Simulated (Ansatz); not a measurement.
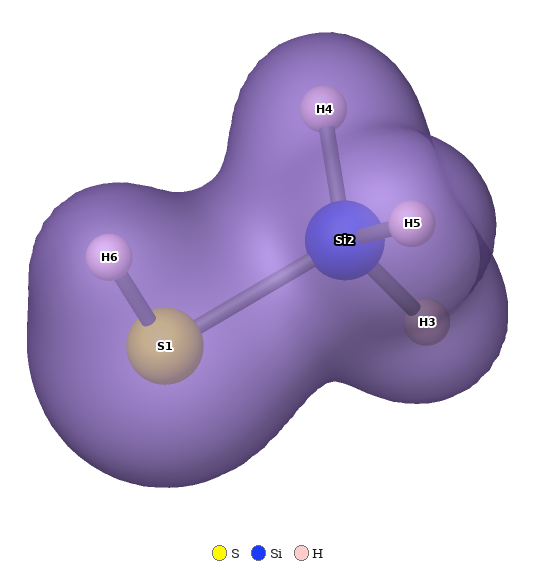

The picture shows: H4SSi. Isosurface of the electron density at 0.1 e/Å³ (purple), seen at a tilt.

Geometry: PBE0-D4/def2-TZVP.

Computed with Ansatz 0.2.0, isolated molecule in a Gaussian basis; Kohn-Sham density functional theory, functional PBE0.

```xyz
6

S    -1.0856   -2.2744   -0.5950
Si   -0.9898   -1.5831   -2.6149
H    -1.8322   -2.5310   -3.3824
H    -1.5277   -0.2055   -2.7473
H     0.4007   -1.6058   -3.1353
H    -0.2895   -1.3071   -0.1090
```

### What does this surface tell about the bonding?

At this value the surface is in one piece. It bridges the sampled Si–S (2.14 Å), S–H (1.34 Å) and Si–H (1.48 Å) contacts, where the density stays above the isovalue. On the grid the lowest density along these lines, outside the cores, is 0.66 e/Å³ (Si–S, 2.14 Å), 1.4 e/Å³ (S–H, 1.34 Å) and 0.82 e/Å³ (Si–H, 1.48 Å).
